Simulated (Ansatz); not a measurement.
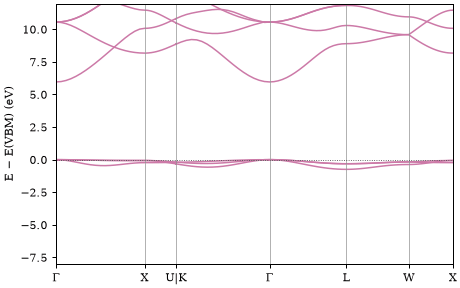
Figure: Band structure from DFT-PBE in the program Ansatz with PAW potentials

Task: Read off the gap and where the band edges lie.

Result: About 6.0 eV (5.96 eV by a search for the band edges); maximum at Γ, minimum at Γ.

The material is KF (rock salt, Fm-3m).

The PBE relaxation kept the symmetry of its start; phonons on a q-mesh show no instability.

Potentials: the later of the program's two PAW sets.
